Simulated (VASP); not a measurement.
Band structure of CuZn (CsCl type). Calculation: optB88-vdW, VASP's PBE PAW potentials (set 64) (plane waves; VASP 6.6.1).

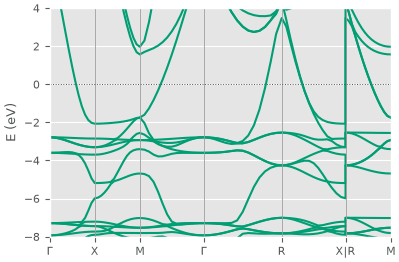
*Bands along high-symmetry lines, zero at the valence-band maximum or, without a gap, the Fermi level*

Task: Read the plot: is there a gap, and where are the band edges?

Result: It has no gap at this level: it comes out as a metal or semimetal. (Edges off the drawn lines would not show.)

The compound is CuZn in the CsCl type structure. It was relaxed first. The electron count is odd and the run is not spin-polarised, which forces a metal.
